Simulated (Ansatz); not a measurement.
# Rh: energy over the lattice constants a and c, part 1 of 2

How does the energy of Rh (P6_3/mmc, No. 194; 2 atoms in the cell) change over two coordinates at once? A grid of runs gives the map.

This is Rh in the hcp structure; at room conditions it is fcc.

Program: Ansatz 0.2.0. Level of theory: DFT PBEsol, scalar-relativistic, plane waves, PAW. These are calculated values, not measurements.

17 further runs of the same task are left out: 17 set aside as unsound or not needed.

## (1) The system as given

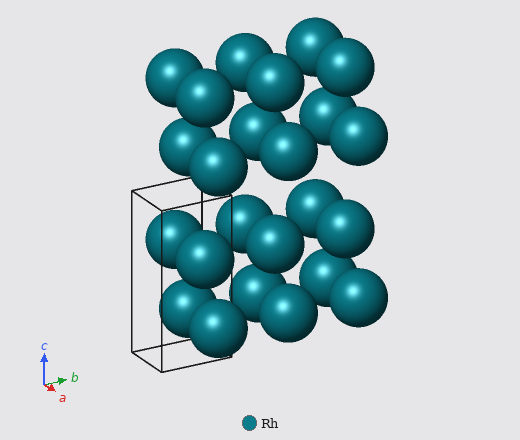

Start, viewed slightly off an axis; rhodium blue. 2×3×2 cells are drawn.

Structure file:

```cif
data_structure
_symmetry_space_group_name_H-M 'P 1'
_symmetry_Int_Tables_number 1
_cell_length_a 2.6888
_cell_length_b 2.6888
_cell_length_c 4.3294
_cell_angle_alpha 90.000
_cell_angle_beta 90.000
_cell_angle_gamma 120.000
_cell_volume 27.11
loop_
_atom_site_label
_atom_site_type_symbol
_atom_site_fract_x
_atom_site_fract_y
_atom_site_fract_z
_atom_site_occupancy
Rh1 Rh 0.66667 0.33333 0.75000 1
Rh2 Rh 0.33333 0.66667 0.25000 1
```

It goes back to an entry of the Materials Project, which need not be the stable form.

This cell was relaxed beforehand with the same method: volume 13.55 Å³/atom, gap on the mesh none (metal).

## (2) Reference cell

Contents of input.yaml:

```yaml
crystal:
  lattice:
    - [2.6888395124, 0.0, 0.0]
    - [-1.3444197562, 2.3286033244, 0.0]
    - [0.0, 0.0, 4.3293548531]
  atoms:
    - { symbol: Rh, position: [0.6666666667, 0.3333333333, 0.75] }
    - { symbol: Rh, position: [0.3333333333, 0.6666666667, 0.25] }
basis:
  ecutwfc: 420
kpoints:
  mp_grid: { grid: [18, 18, 10] }
hamiltonian:
  xc: pbesol
  pseudopotentials: { kind: paw, azcp: { folder: soft_1 } }
scf:
  occupations: { method: gaussian, width: 0.15 }
output:
  forces: true
  stress: true
  eigenvalues: true
  write_density: true
  write_potential: true
  elf: true
  volumetric_format: npy
```

Started as:

```
> ansatz run input.yaml --threads 1 --pin off --max-ram 2048MiB --backend cpu --events-out ev --progress --plain --runs-dir out
```

Output, shortened:

```text
Warning: <dir> the record states the generating functional pbe (its physics header spells it `PBE`), which answers neither for hamiltonian.xc's functional nor for the pbesol family's — results may be inconsistent (PPs are generated against a specific XC)
Warning: RAYON_NUM_THREADS=1 ignored (pool sized by the plan → 1); use --threads N
[...]
Pseudopotentials: kind: paw
Pseudopotential: Rh, paw, valence charge 17, recommended cutoff 420 eV (normal), <dir>
Functional definition: PBEsol
[...]
Crystal: 2 atoms, lattice volume = 27.107 Å³
Basis set: ecut = 420 eV, 537 PW (Γ), exchange–correlation on 36×36×60 points (8 copies of the dense FFT grid, shifted against one another)
Bands: 21, of which v1, the nominal top of the filled ones, is band 17 counted from 1 (16 counted from 0)
Symmetry: 24 space group operations
Space group: P63/mmc (ITA 194), of the structure as read, at distance tolerance 3.0e-5 Å
k-points: 222 of 3240
[...]
SCF iter   1: F=—  HF=-12678.668900 eV  |F-HF|=—  |Δ(HF+E_count)|=         —  Δρ=1.19e-1  dr2=3.66e0  ethr=3.10e-3  ⟨swp⟩=4.4  Hψ=17486  notcnv=0
[...]
SCF iter   6: F=-12677.518833 eV  HF=-12677.518833 eV  |F-HF|=3.64e-8  |Δ(HF+E_count)|=   1.19e-6  Δρ=2.38e-5  dr2=7.43e-8  ethr=2.94e-10  ⟨swp⟩=5.7  Hψ=29875  notcnv=0
[...]
SCF converged after 6 iterations
Free energy (F): -12677.518833 eV
[...]
E sigma→0 (E₀):  -12677.501505 eV
Entropy (-TS):   -0.034656 eV (-17.328 meV/atom)
Fermi energy:    22.784681 eV
[...]
--- Forces (eV/Å), atoms counted from 1 ---
  atom   1  Rh    -0.00000000    -0.00000000     0.00000000
  atom   2  Rh    -0.00000000     0.00000000     0.00000000
[...]
--- Stress (GPa, compression-positive) ---
        0.033334      -0.000000       0.000000
       -0.000000       0.033334       0.000000
        0.000000       0.000000       0.223952
  P = ⅓ Tr σ = 0.0969 GPa (0.969 kbar)
--- Band table (eV; the first three rows and the last of 222) ---
  k-point 0: bands = ["-56.1668", "-56.0385", "-24.4425", "-23.7411", "-23.7411", "-23.6390", "-23.6253", "-23.6253", "14.5267", "16.3923", "19.6139", "19.6499", "19.6499", "20.2011", "20.2011", "20.7789", "20.7789", "22.9192", "22.9192", "23.4437", "31.5651"]
[...]
```

It took 13 s on 1 thread of Arm Neoverse N1, shared host; peak memory 0.36 GiB.

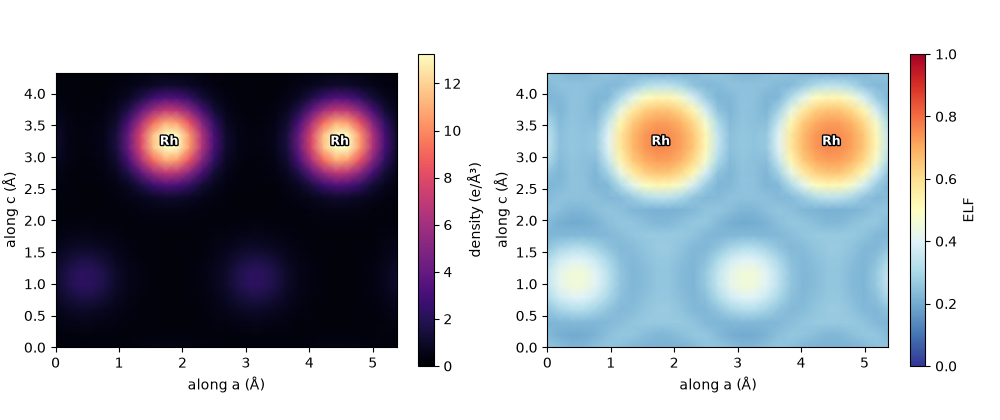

Density (left) and ELF (right) in a lattice plane of the grid's cell (edges 2.69 and 4.33 Å, at 0.333 of the third edge), which holds Rh. Only atoms in the plane are labelled. Both are smooth fields of the valence electrons: close to the nuclei they are not physical.

## (3) Plan of the scan

The energy is mapped over the lattice constants a and c of the conventional cell.

The axes are (1) lattice constant a (and b): 7 values from 2.501 to 2.877 Å; (2) lattice constant c: 7 values from 4.113 to 4.546 Å.

Nothing else is relaxed (symmetry fixes all fractional coordinates). Energies count from the relaxed crystal. Points are written as (first, second).

Of the runs on the grid, 8 are shown in the steps below; the others differ only in the two coordinates.

## (4) The run at (2.501 Å, 4.546 Å)

Edit input.yaml of step 2 so:

```diff
@@ -2,5 +2,5 @@
   lattice:
-    - [2.6888395124, 0.0, 0.0]
-    - [-1.3444197562, 2.3286033244, 0.0]
-    - [0.0, 0.0, 4.3293548531]
+    - [2.5006, 0.0, 0.0]
+    - [-1.2503, 2.1655831247, 0.0]
+    - [0.0, 0.0, 4.5458]
   atoms:
@@ -21,5 +21 @@
   eigenvalues: true
-  write_density: true
-  write_potential: true
-  elf: true
-  volumetric_format: npy
```

Started as:

```
> ansatz run input.yaml --threads 1 --pin off --max-ram 2048MiB --backend cpu --events-out ev --progress --plain --runs-dir out
```

Output, shortened:

```text
Warning: <dir> the record states the generating functional pbe (its physics header spells it `PBE`), which answers neither for hamiltonian.xc's functional nor for the pbesol family's — results may be inconsistent (PPs are generated against a specific XC)
Warning: RAYON_NUM_THREADS=1 ignored (pool sized by the plan → 1); use --threads N
[...]
[... 3 set-up lines as earlier in the session ...]
[...]
Crystal: 2 atoms, lattice volume = 24.617 Å³
Basis set: ecut = 420 eV, 489 PW (Γ), exchange–correlation on 36×36×64 points (8 copies of the dense FFT grid, shifted against one another)
Bands: 21, of which v1, the nominal top of the filled ones, is band 17 counted from 1 (16 counted from 0)
[... 1 set-up line as earlier in the session ...]
Space group: P63/mmc (ITA 194), of the structure as read, at distance tolerance 2.9e-5 Å
k-points: 222 of 3240
[...]
SCF iter   1: F=—  HF=-12677.930442 eV  |F-HF|=—  |Δ(HF+E_count)|=         —  Δρ=1.18e-1  dr2=2.99e0  ethr=3.10e-3  ⟨swp⟩=4.5  Hψ=17687  notcnv=0
[...]
SCF iter   6: F=-12676.945547 eV  HF=-12676.945547 eV  |F-HF|=1.75e-8  |Δ(HF+E_count)|=   5.53e-7  Δρ=1.93e-5  dr2=3.97e-8  ethr=2.94e-10  ⟨swp⟩=3.5  Hψ=20254  notcnv=0
[...]
SCF converged after 6 iterations
Free energy (F): -12676.945547 eV
[...]
E sigma→0 (E₀):  -12676.930719 eV
Entropy (-TS):   -0.029655 eV (-14.827 meV/atom)
Fermi energy:    25.627175 eV
[...]
--- Forces (eV/Å), atoms counted from 1 ---
  atom   1  Rh    -0.00000000    -0.00000000     0.00000000
  atom   2  Rh     0.00000000     0.00000000     0.00000000
[...]
--- Stress (GPa, compression-positive) ---
       60.061342       0.000000       0.000000
        0.000000      60.061342       0.000000
        0.000000       0.000000       4.805218
  P = ⅓ Tr σ = 41.6426 GPa (416.426 kbar)
--- Band table (eV; the first three rows and the last of 222) ---
  k-point 0: bands = ["-53.5458", "-53.4326", "-21.7057", "-20.8971", "-20.8716", "-20.8716", "-20.7955", "-20.7955", "16.7746", "18.4399", "20.9796", "22.0769", "22.0769", "22.4712", "22.4712", "24.3946", "24.3946", "25.0691", "26.0145", "26.0145", "33.7031"]
[...]
```

Run time: 9.2 s. Hardware: 1 thread of Arm Neoverse N1, shared host; peak memory 0.35 GiB.

That is 287 meV/atom from the zero.

## (5) Point (2.877 Å, 4.113 Å)

Edit input.yaml of step 4 so:

```diff
@@ -2,5 +2,5 @@
   lattice:
-    - [2.5006, 0.0, 0.0]
-    - [-1.2503, 2.1655831247, 0.0]
-    - [0.0, 0.0, 4.5458]
+    - [2.8771, 0.0, 0.0]
+    - [-1.43855, 2.4916416892, 0.0]
+    - [0.0, 0.0, 4.1129]
   atoms:
```

Started as:

```
> ansatz run input.yaml --threads 1 --pin off --max-ram 2048MiB --backend cpu --events-out ev --progress --plain --runs-dir out
```

Output, shortened:

```text
[...]
SCF converged after 7 iterations
Free energy (F): -12677.201074 eV
[...]
E sigma→0 (E₀):  -12677.177488 eV
Entropy (-TS):   -0.047170 eV (-23.585 meV/atom)
Fermi energy:    20.434009 eV
[...]
--- Forces (eV/Å), atoms counted from 1 ---
  atom   1  Rh     0.00000000     0.00000000     0.00000000
  atom   2  Rh     0.00000000    -0.00000000    -0.00000000
[...]
--- Stress (GPa, compression-positive) ---
      -22.727946      -0.000000       0.000000
        0.000000     -22.727946       0.000000
        0.000000       0.000000      -1.941187
  P = ⅓ Tr σ = -15.7990 GPa (-157.990 kbar)
--- Band table (eV; the first three rows and the last of 222) ---
  k-point 0: bands = ["-58.2704", "-58.1302", "-26.5950", "-25.9719", "-25.9719", "-25.8246", "-25.8094", "-25.8094", "12.8074", "14.6810", "17.6245", "17.6245", "17.9498", "17.9498", "18.3214", "18.3214", "18.5159", "20.5652", "20.5652", "22.4831", "30.1271"]
[...]
```

It took 11 s on 1 thread of Arm Neoverse N1, shared host; peak memory 0.36 GiB.

Energy on the map's scale: 159 meV/atom.

## (6) Grid point (2.501 Å, 4.257 Å)

Edit input.yaml of step 5 so:

```diff
@@ -2,5 +2,5 @@
   lattice:
-    - [2.8771, 0.0, 0.0]
-    - [-1.43855, 2.4916416892, 0.0]
-    - [0.0, 0.0, 4.1129]
+    - [2.5006, 0.0, 0.0]
+    - [-1.2503, 2.1655831247, 0.0]
+    - [0.0, 0.0, 4.2572]
   atoms:
```

Started as:

```
> ansatz run input.yaml --threads 1 --pin off --max-ram 2048MiB --backend cpu --events-out ev --progress --plain --runs-dir out
```

Output, shortened:

```text
[...]
SCF converged after 6 iterations
Free energy (F): -12676.679053 eV
[...]
E sigma→0 (E₀):  -12676.665011 eV
Entropy (-TS):   -0.028084 eV (-14.042 meV/atom)
Fermi energy:    27.878411 eV
[...]
--- Forces (eV/Å), atoms counted from 1 ---
  atom   1  Rh     0.00000000    -0.00000000     0.00000000
  atom   2  Rh     0.00000000     0.00000000     0.00000000
[...]
--- Stress (GPa, compression-positive) ---
       81.819739       0.000000       0.000000
        0.000000      81.819739       0.000000
        0.000000       0.000000      53.597852
  P = ⅓ Tr σ = 72.4124 GPa (724.124 kbar)
--- Band table (eV; the first three rows and the last of 222) ---
  k-point 0: bands = ["-51.6180", "-51.4154", "-20.0393", "-18.9096", "-18.9096", "-18.8263", "-18.7691", "-18.7691", "18.4324", "20.0281", "23.2967", "23.8973", "23.8973", "24.4813", "24.4813", "25.8524", "25.8524", "27.8268", "28.1454", "28.1454", "37.6611"]
[...]
```

It took 8.6 s on 1 thread of Arm Neoverse N1, shared host; peak memory 0.34 GiB.

Energy on the map's scale: 420 meV/atom.

## (7) Grid point (2.626 Å, 4.402 Å)

Edit input.yaml of step 6 so:

```diff
@@ -2,5 +2,5 @@
   lattice:
-    - [2.5006, 0.0, 0.0]
-    - [-1.2503, 2.1655831247, 0.0]
-    - [0.0, 0.0, 4.2572]
+    - [2.6261, 0.0, 0.0]
+    - [-1.31305, 2.2742693129, 0.0]
+    - [0.0, 0.0, 4.4015]
   atoms:
```

Started as:

```
> ansatz run input.yaml --threads 1 --pin off --max-ram 2048MiB --backend cpu --events-out ev --progress --plain --runs-dir out
```

Output, shortened:

```text
[...]
SCF converged after 6 iterations
Free energy (F): -12677.467682 eV
[...]
E sigma→0 (E₀):  -12677.450464 eV
Entropy (-TS):   -0.034437 eV (-17.218 meV/atom)
Fermi energy:    23.662897 eV
[...]
--- Forces (eV/Å), atoms counted from 1 ---
  atom   1  Rh     0.00000000    -0.00000000     0.00000000
  atom   2  Rh     0.00000000     0.00000000     0.00000000
[...]
--- Stress (GPa, compression-positive) ---
       14.268816       0.000000       0.000000
       -0.000000      14.268816       0.000000
        0.000000       0.000000       1.822042
  P = ⅓ Tr σ = 10.1199 GPa (101.199 kbar)
--- Band table (eV; the first three rows and the last of 222) ---
  k-point 0: bands = ["-55.3540", "-55.2305", "-23.5961", "-22.8668", "-22.8668", "-22.7878", "-22.7652", "-22.7652", "15.2079", "17.0313", "20.0348", "20.4091", "20.4091", "20.9080", "20.9080", "21.8910", "21.8910", "23.8594", "23.8594", "23.9065", "32.2014"]
[...]
```

It took 9.5 s on 1 thread of Arm Neoverse N1, shared host; peak memory 0.35 GiB.

That is 26 meV/atom from the zero.

(Continued in part 2 of 2.)
